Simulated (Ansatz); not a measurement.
CH$_{4}$FSi (doublet)

The calculation's input:

```
crystal:
  periodic: [false, false, false]
  atoms:
    - {symbol: F, position_ang: [1.703713, -0.064610, -0.100501]}
    - {symbol: C, position_ang: [-0.736056, -0.914087, -0.773117]}
    - {symbol: Si, position_ang: [1.065946, -1.237783, -1.019670]}
    - {symbol: H, position_ang: [-1.489631, -1.611876, -1.135731]}
    - {symbol: H, position_ang: [-1.136086, 0.064176, -0.505589]}
    - {symbol: H, position_ang: [-0.106308, 1.828023, 1.979943]}
    - {symbol: H, position_ang: [0.385741, 1.450447, 1.563631]}
basis:
  gaussian: {orbitals: def2-TZVPP}
magnetization: {spin_polarized: true, initial_magnetization: 1}
hamiltonian: {xc: pbe0, dispersion: d4}
output: {orbitals: {seedname: orbitals}}
```

Run with:

```sh
ansatz run in.yaml --threads 2 --pin off --events-out ev --progress --plain --max-ram 4352MiB
```

Geometry: PBE0-D4/def2-TZVP; at this geometry the atoms fall into two loosely joined parts.

These are results of Ansatz, UKS PBE0-D4/def2-TZVPP, not measurements.

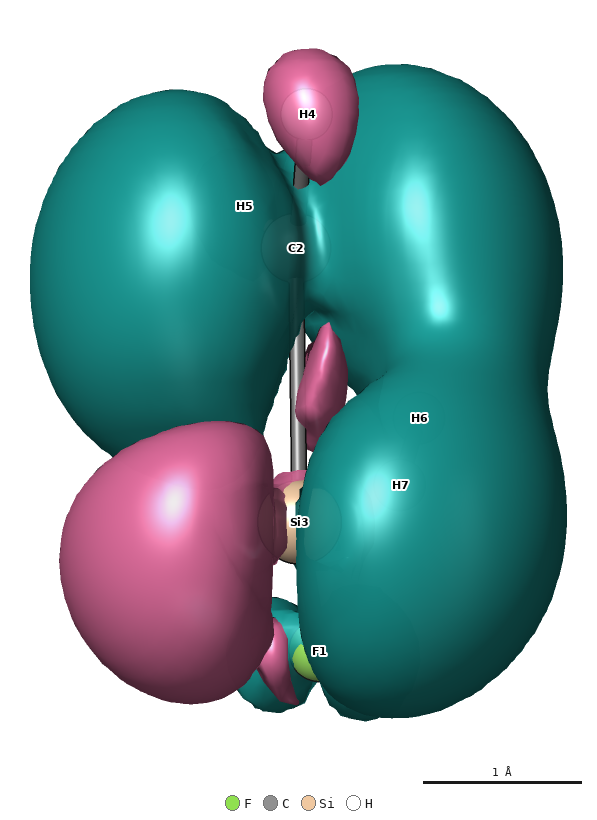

Figure 1. Isosurfaces of the spin density at +0.015 (teal) and −0.015 e/Å³ (pink), seen at an oblique angle.

Question: Describe the spin distribution.

Answer: The unpaired spin (1 electron) lies mostly on C2 (about 0.7) and Si3 (about 0.2), in electrons by Hirshfeld's partition.

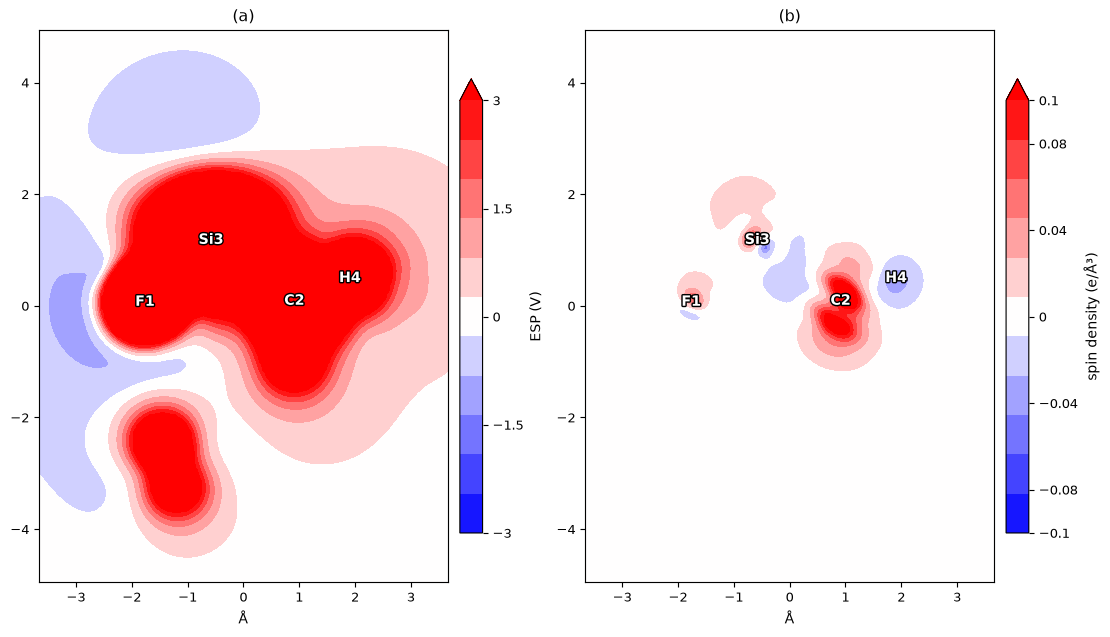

Figure 2. (a) electrostatic potential; (b) spin density (α minus β) on the plane of atoms F1, Si3 and C2.

Question: Interpret the plot.

Answer:
- The section cuts through F, C, Si and H sites.
- Outside the dense part of the molecule the potential is most negative (−1.0 V) near F1.

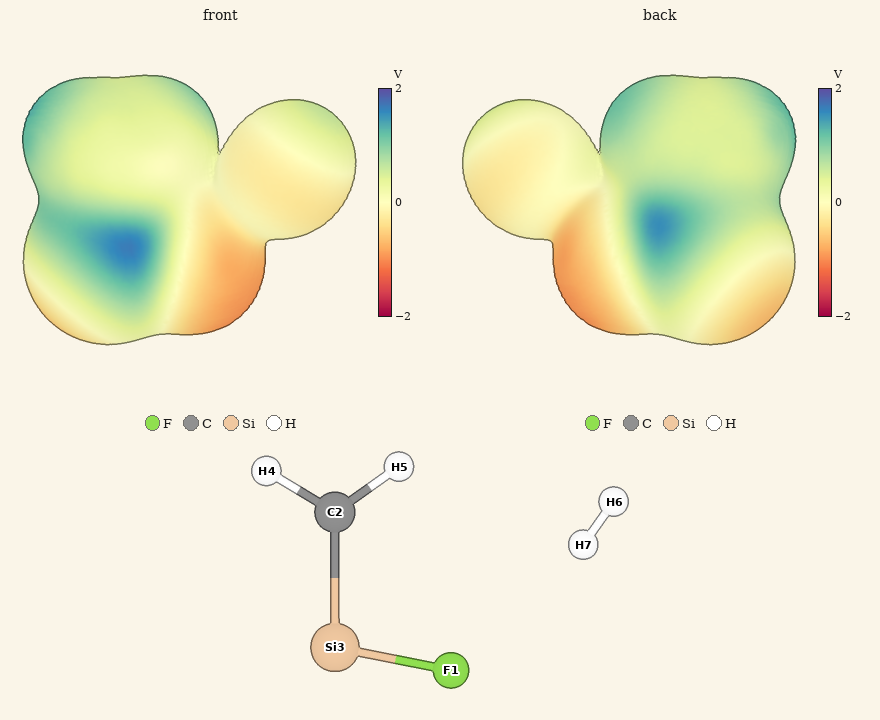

Figure 3. The electrostatic potential painted on the density surface at 0.002 e/bohr³, seen from the front and from behind; red is negative and blue positive. The bare structure is drawn below in the same view.

Question: Where is the surface potential most negative and most positive?

Answer: The most negative region (about −0.9 V) lies over F1, the most positive (about +1.6 V) over Si3.

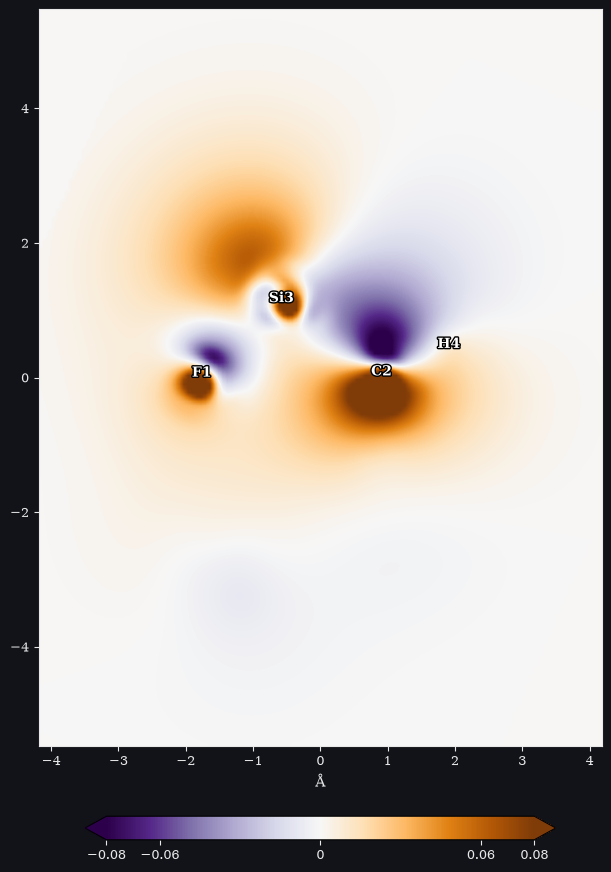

Figure 4. One frontier orbital on the plane of atoms F1, Si3 and C2 (values in Å⁻³ᐟ²; the overall sign is arbitrary).

Question: Which orbital is it: HOMO (α) or LUMO (α)?

Answer: The LUMO (α), at −1.60 eV. It lies mainly on Si3 (about 75 %) and C2 (about 15 %).
